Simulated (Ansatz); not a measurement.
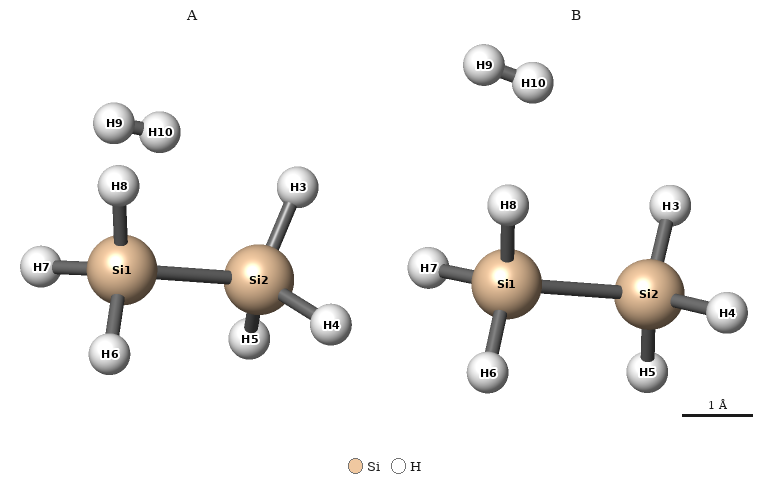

Two geometries of Si2H8, drawn at one scale. One is the start of a relaxation, the other its converged end. A ball-and-stick model, seen from a free direction.

All numbers below come from RKS PBE-D4/6-31G* (Ansatz). Settings: no spin polarisation; force threshold 0.03 eV/Å; at most 50 steps.

Which geometry has the lower energy?

Structure B is the relaxed one. The run prepares an end point of a later path (reaction) calculation, from a guessed geometry. H9 moves most after the best rigid fit: 0.92 Å. Largest moves by element: H 0.92 Å, Si 0.24 Å. Among the contacts that change: Si1–Si2 2.258 → 2.348 Å, H9–H10 0.711 → 0.751 Å. Among the angles between lasting bonds that change: Si1–Si2–H3 113.9° → 110.8°. Groups turn about Si1–Si2 by about 25°. The energy falls by 0.248 eV in 13 accepted moves (14 points after the start). Largest force component: 1.6 eV/Å at the start, 0.0021 eV/Å at the end. The line search rejected the trial step at point 6 of the run. The forces were under the threshold at step 5, but the run went on from there. Cost: 14 s on 1 thread of AMD EPYC 9R45 96-Core Processor (Zen 5) (shared host), peak memory 0.12 GiB.
